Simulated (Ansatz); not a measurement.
# GeH3 (SMILES [GeH3]) at UCCSD/def2-TZVPP

What is the electronic atomisation energy of GeH3 at UCCSD/def2-TZVPP? 

Program for the calculation: Ansatz 0.2.0.

41 further runs of the same task are left out: 41 set aside as unsound or not needed.

### Step 1. The structure to begin with

GeH3 has 4 atoms, charge 0, and is taken as a doublet. As SMILES, `[GeH3]`. The coordinates come from a PBE0-D4/def2-TZVP relaxation.

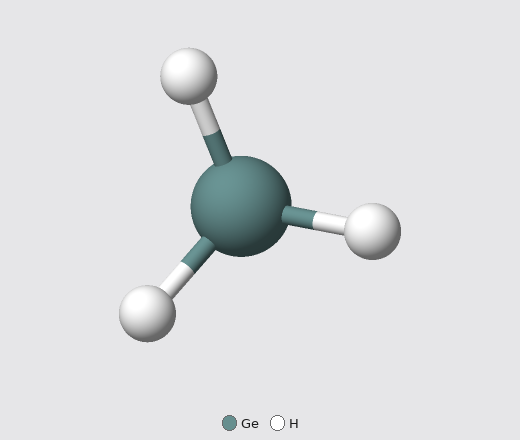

The structure, seen from a chosen angle (germanium teal, hydrogen white).

### Step 2. A single-point energy at UCCSD/def2-TZVPP

Input file input.yaml:

```yaml
crystal:
  periodic: [false, false, false]
  atoms:
    - {symbol: Ge, position_ang: [0.214600, -0.125900, -0.249400]}
    - {symbol: H, position_ang: [1.055000, 0.109600, 1.018300]}
    - {symbol: H, position_ang: [-0.882800, -1.175900, -0.000100]}
    - {symbol: H, position_ang: [-0.386800, 1.192200, -0.768800]}
basis:
  gaussian: {orbitals: def2-TZVPP}
total_charge: 0
magnetization: {spin_polarized: true, initial_magnetization: 1}
correlation: {method: ccsd, frozen_orbitals: {Ge: 9, H: 0}}
accuracy: high
scf: {omitted_lower_state_checks: [cluster_reference, increment]}
```

Started as:

```
$ ansatz run input.yaml --threads 1 --pin off --max-ram 3480MiB --events-out events.jsonl --progress --plain --runs-dir runs
```

What it wrote:

```text
Warning: RAYON_NUM_THREADS=1 ignored (pool sized by the plan → 1); use --threads N
Functional definition: HF
  name "HF"
  exchange = exact_x
  correlation = 0
these checks for a lower state are left out or cut short: cluster_reference, increment
1427 factors; integrals over basis functions are off by at most 4.4e-9 eV
mean field evaluation 1: about -56519.3038 eV, gradient 7.3e0 eV
mean field evaluation 2: about -56519.3060 eV, gradient 7.3e0 eV
mean field evaluation 4: about -56519.9079 eV, gradient 1.7e0 eV
mean field evaluation 8: about -56519.9239 eV, gradient 4.7e-4 eV
mean field -56519.92385864 eV, -2077.0688912246 hartree, gradient 4.7e-8 eV, S^2 0.754842; 0 other end points of the search recorded, 0 dependent functions left out
9 core orbitals not correlated: weight in the atoms' cores, before any rotation towards them, 1.000 or more for the frozen orbitals, at most 0.000 for the correlated occupied ones
reference -56519.92385864 eV, -2077.0688912246 hartree; 9, 8 occupied and 72, 73 virtual orbitals, 1427 factors
second order -6.81050182 eV of doubles, -0.00000000 eV of singles
cycle   1  -6.93056986 eV  change   -1.2e-1 eV  update   7.0e-2
cycle   2  -7.23219330 eV  change   -3.0e-1 eV  update   2.3e-2
cycle   3  -7.26403254 eV  change   -3.2e-2 eV  update   1.0e-2
cycle   4  -7.26216634 eV  change    1.9e-3 eV  update   2.9e-3
cycle   5  -7.26243656 eV  change   -2.7e-4 eV  update   9.3e-4
cycle   6  -7.26215257 eV  change    2.8e-4 eV  update   3.9e-4
cycle   7  -7.26222731 eV  change   -7.5e-5 eV  update   1.4e-4
cycle   8  -7.26227171 eV  change   -4.4e-5 eV  update   4.6e-5
cycle   9  -7.26226739 eV  change    4.3e-6 eV  update   1.4e-5
cycle  10  -7.26226638 eV  change    1.0e-6 eV  update   4.5e-6
cycle  11  -7.26226638 eV  change  -4.7e-10 eV  update   1.6e-6
cycle  12  -7.26226568 eV  change    7.0e-7 eV  update   4.9e-7
cycle  13  -7.26226582 eV  change   -1.4e-7 eV  update   1.4e-7
cycle  14  -7.26226568 eV  change    1.5e-7 eV  update   5.3e-8
cycle  15  -7.26226569 eV  change   -1.8e-8 eV  update   2.6e-8
cycle  16  -7.26226567 eV  change    2.5e-8 eV  update   1.6e-8
cycle  17  -7.26226573 eV  change   -6.2e-8 eV  update   5.8e-8
cycle  18  -7.26226572 eV  change    8.0e-9 eV  update   1.6e-8
cycle  19  -7.26226572 eV  change   -3.1e-9 eV  update   4.3e-9
cycle  20  -7.26226572 eV  change  -3.7e-10 eV  update   1.5e-9
Total energy: -56527.18612436 eV, -2077.3357745675 hartree
Checks for a lower state left out: cluster_reference, increment
```

It took 22 s on 1 thread of Arm Neoverse V1, shared host; peak memory 0.86 GiB.

### Step 3. The Ge atom, same level

Input file in.yaml:

```yaml
crystal:
  periodic: [false, false, false]
  atoms:
    - symbol: Ge
      position_ang: [0.000000, 0.000000, 0.000000]
basis:
  gaussian: {orbitals: def2-TZVPP}
magnetization: {spin_polarized: true, initial_magnetization: 2}
correlation: {method: ccsd, frozen_orbitals: {Ge: 9}}
accuracy: high
scf: {omitted_lower_state_checks: [cluster_reference, increment]}
```

Run the same way, it converges to -2075.50982 Eh (log not shown).

### Step 4. The H atom: a single-point energy at UHF/def2-TZVPP

Input file input.yaml:

```yaml
crystal:
  periodic: [false, false, false]
  atoms:
    - {symbol: H, position_ang: [0.000000, 0.000000, 0.000000]}
basis:
  gaussian: {orbitals: def2-TZVPP}
magnetization: {spin_polarized: true, initial_magnetization: 1}
hamiltonian: {xc: hf}
accuracy: high
```

Run the same way, it converges to -0.49981 Eh (log not shown).

### Step 5. Outcome

Level: UCCSD/def2-TZVPP, 9 core orbitals frozen.

| quantity | value |
| --- | --- |
| molecule: total energy | -2077.33577 Eh |
| molecule: correlation energy (9 core orbitals frozen) | -266.9 mEh |
| molecule: ⟨S²⟩ of the reference determinant | 0.755 |
| molecule: T1 diagnostic | 0.012 |
| Ge atom: total energy | -2075.50982 Eh |
| Ge atom: correlation energy (9 core orbitals frozen) | -188.8 mEh |
| Ge atom: ⟨S²⟩ of the reference determinant | 2.011 |
| Ge atom: T1 diagnostic | 0.009 |
| H atom: total energy | -0.49981 Eh |
| H atom: ⟨S²⟩ | 0.750 |
| electronic atomisation energy | 8.885 eV |

In words: Taking the molecule apart into free atoms costs 8.89 eV (205 kcal/mol), before zero-point energy and without spin-orbit coupling.
